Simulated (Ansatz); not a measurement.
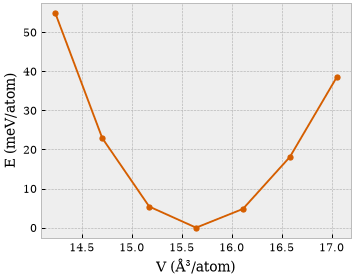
YGeO in space group P4/nmm (No. 129; Y on 2c, Ge on 2a, O on 2c) under volume change, plane-wave PAW PBEsol (Ansatz code), shape and atoms relaxed at each volume.

Task: What does a third-order Birch–Murnaghan fit give for V₀, B₀ and B′?

Result: V₀ = 15.64 Å³/atom, B₀ = 115 GPa, B′ = 4.9.

The start of the workflow was typed in or built on a structure type; neither database checked (COD, Materials Project) lists it. Its standing as an ambient phase is unchecked. The PBEsol relaxation kept the symmetry of its start; its stability against distortions is not shown here. The run is not spin-polarised. The volume moved by -16 % from the start of the relaxation.

Potentials: the earlier of the program's two PAW sets. The files were generated under PBE; for other functionals the program regenerates the frozen cores, and for LDA and PBEsol the local potential too.
